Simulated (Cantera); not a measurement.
Input: 1 mol FeCl2, 2.2 mol HCl, 89 mol N2, held at 26.3 Torr.

Cantera equilibrium calculation (NASA polynomials, part measured and part estimated; ideal gas, pure solids and liquids). Candidate condensed phases: Fe, FeCl2, FeCl3, NH4Cl; 18 gas species. Equilibrium is a limit: real reactors are often held back by kinetics, nucleation or transport.

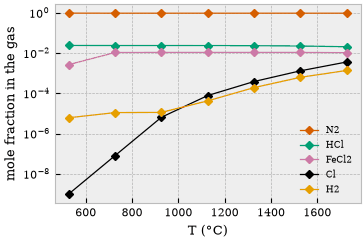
Figure: Equilibrium gas composition (values under 1e-9 drawn at 1e-9)

At 527 °C the condensed part is FeCl2(s). From 727 °C to 1727 °C nothing is condensed. The main Fe-bearing gas is FeCl2 throughout.
